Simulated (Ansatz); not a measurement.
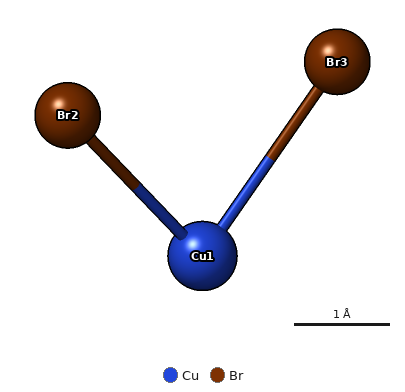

Figure 1. The structure (ball-and-stick view, seen at a tilt; atoms are numbered from 1 in the order of the input). Sticks mark near contacts. Bond lengths as drawn: Br–Cu 2.49 Å.

# CuBr2 (charge −1): single-point calculation

The run: single-point calculation of CuBr2, charge −1, multiplicity 5. Method and program: UKS PBE0-D4/def2-SVP (Ansatz 0.2.0).

The geometry comes from this level: PBE-D4/def2-TZVPD.

**Log**
```
Functional definition: PBE0
  name "PBE0"
  cite "Adamo & Barone, J. Chem. Phys. 110, 6158 (1999) doi:10.1063/1.478522"
  cite "Perdew, Burke & Ernzerhof, Phys. Rev. Lett. 77, 3865 (1996) doi:10.1103/PhysRevLett.77.3865"
  parent pbe
  parameter a = 0.25
  parameter kappa = 0.804
  parameter beta = 0.06672455060314922
  exchange = (1 - a)*pbe_x(kappa = kappa, mu = beta*pi^2/3) + a*exact_x
  correlation = pbe_c(beta = beta)
957 factors; integrals over basis functions are off by at most 6.0e-4 eV
mean field evaluation 1: about -184680.9623 eV, gradient 1.1e1 eV
mean field evaluation 2: about -184682.2335 eV, gradient 2.8e0 eV
mean field evaluation 4: about -184682.5862 eV, gradient 7.9e-1 eV
mean field evaluation 8: about -184682.9787 eV, gradient 2.4e0 eV
mean field evaluation 16: about -184683.3881 eV, gradient 4.6e-3 eV
mean field evaluation 32: about -184682.5909 eV, gradient 5.7e-1 eV
mean field evaluation 64: about -184683.3697 eV, gradient 2.3e0 eV
a density is far from that of the atoms, so the factors are made again for it
982 factors; integrals over basis functions are off by at most 5.5e-4 eV
mean field -184683.38799364 eV, -6786.9893258698 hartree, gradient 1.8e-5 eV, S^2 6.004658; 0 other end points of the search recorded, 0 dependent functions left out
reference -184683.38802372 eV, -6786.9893269751 hartree; 52, 48 occupied and 43, 47 virtual orbitals, 982 factors
Total energy: -184683.47941177 eV, -6786.9926854242 hartree
```

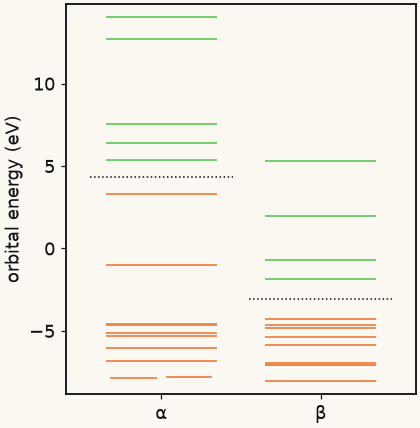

Figure 2. Orbital energies near the frontier for α and β spins; the dotted line parts filled from empty levels, and levels within 0.02 eV of each other stand side by side. α: highest filled 3.28 eV, lowest empty 5.38 eV, 2.10 eV apart; β: highest filled −4.29 eV, lowest empty −1.85 eV, 2.44 eV apart.

The run was set up as follows.

**Input**
```yaml
crystal:
  periodic: [false, false, false]
  atoms:
    - {symbol: Cu, position_ang: [0.769919, -0.780937, 0.671164]}
    - {symbol: Br, position_ang: [-1.421455, -0.787072, -0.516713]}
    - {symbol: Br, position_ang: [0.651536, 1.568010, -0.154460]}
basis:
  gaussian: {orbitals: def2-SVP, initial_orbitals: start.molden}
total_charge: -1
magnetization: {spin_polarized: true, initial_magnetization: 4}
hamiltonian: {xc: pbe0, dispersion: d4}
output: {orbitals: {seedname: orbitals}}
```

Launch command:
```bash
ansatz run in.yaml --threads 4 --pin off --events-out ev --progress --plain --max-ram 3916MiB
```

**Summary**

- outcome: converged
- total energy: −184683.4794 eV
- mean-field energy: −184683.3880 eV
- dispersion energy: −0.0914 eV
- ⟨S²⟩: 6.005
- SCF solution under orbital rotations: stable
- HOMO (either spin): 3.28 eV
- LUMO (either spin): −1.85 eV
- hardware: 4 threads of Arm Neoverse V1, 23 GiB of memory available, shared host
- wall time: 21 s (CPU time 78 s)
- peak memory: 0.42 GiB

**Notes**

The highest filled orbital lies above zero: either the extra electron isn't bound at this level, or the self-interaction error of the functional lifts the level.
